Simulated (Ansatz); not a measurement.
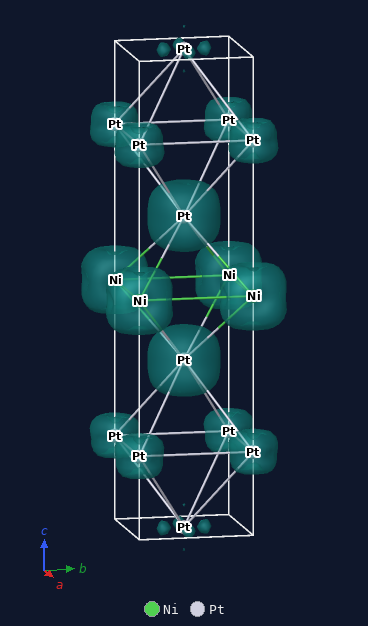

The picture shows: NiPt5. Isosurface of the spin density (up minus down) at +0.03 e/Å³ (teal), seen slightly off an axis. Sticks mark near contacts.

Space group P4/mmm; a structure generated by program, which may or may not match a known phase; spin-polarised.

These are results of Ansatz, DFT PBE, scalar-relativistic, plane waves, PAW, not measurements.

Question: Which atoms carry the moments, and with what signs?

Answer: The spin density sits on Ni: +0.8 μB in one cell of 6 atoms, with smaller moments on other sites: Pt (up to +0.25 μB): parallel main moments (a ferromagnetic arrangement) in this solution. The cell of the calculation (6 atoms) carries 1.5 μB of net spin moment.
